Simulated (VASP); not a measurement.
Shape and ions are relaxed at each volume.

Energy against volume of Re (hcp). Computed with RPBE GGA, VASP's PBE PAW potentials (set 64) (plane waves; VASP).

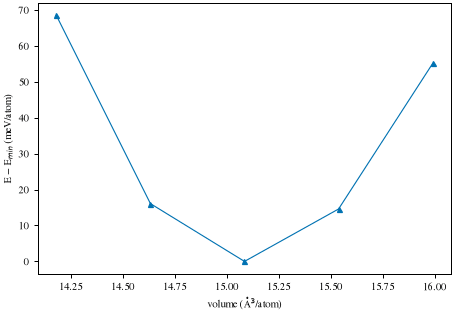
*Energy against volume*

Question: Estimate the equilibrium volume and the bulk modulus.

Answer: The minimum lies near 15.1 Å³/atom, and the curvature gives B0 of about 360 GPa.

Measured: bulk modulus 369 GPa at 0 K (computed value off by -2.0 %), as given by Vázquez-Parga, Fernández-Martínez, Viñes, J. Chem. Theory Comput. (2023), doi:10.1021/acs.jctc.3c00612, Supporting … [zero-point energy and finite temperature contributions removed].

The compound is Re in the hcp structure. It was relaxed first.
